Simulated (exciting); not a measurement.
KLuS2, space group R-3m, K K edge of atom 2, with 6 S at 3.15 Å (distorted octahedral, site symmetry -3m); the tensor is averaged over the atoms equivalent by symmetry. Method: exciting, all-electron LAPW+lo, LDA, exchange and screened direct term (singlet BSE), 3×3×3 shifted k points, 44 conduction bands, |G+q| up to 3 bohr⁻¹, full RPA screening with nempty = 74, Lorentzian half width 0.45 eV.

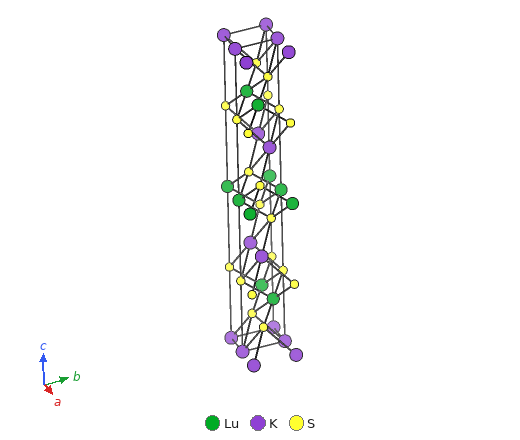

The structure (lutetium green, potassium purple, sulfur yellow). Bonds to atoms that aren't drawn are left out. 2×1×1 conventional cells are drawn. Some periodic images of atoms are drawn too.

```
Lu K S
1.0
     1.97450    1.13998    7.29033
    -1.97450    1.13998    7.29033
     0.00000   -2.27996    7.29033
Lu K S
1 1 2
Direct
  0.50000 0.50000 0.50000
  0.00000 0.00000 0.00000
  0.76631 0.76631 0.76631
  0.23369 0.23369 0.23369
```

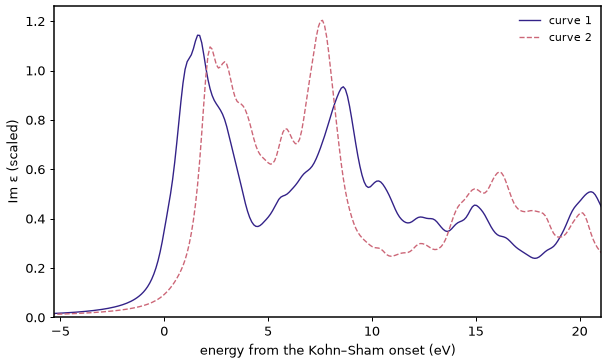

Energy from the Kohn–Sham onset, core level to the lowest empty state found on the meshes used; scaled to the maximum of the polarisation mean.

The curves are the diagonal elements of Im ε for ε ∥ c and ⊥ c. Which is which?

Curve 1: ε ⊥ c, maxima 1.6 eV (1.14), 8.6 eV (0.93) and 10.3 eV (0.55); 3 lower ones aren't listed. Curve 2: ε ∥ c, maxima 2.2 eV (1.10), 2.9 eV (1.04) and 7.6 eV (1.20); 5 lower ones aren't listed. A K edge probes the empty p states along ε, which follow the bonds' lengths and directions.

[Banner, clock and machine lines of the logs are left out without a mark of their own.]

[Logs are printed without paths, hosts, clocks, repeated set-up lines and the standing remarks that a program may print on its own settings, such as how far it seeks lower states.]

[Hosts, paths, dates, database ids (printed as entryN), source tags and the programs' standing remarks are cut or masked in the printed files.]
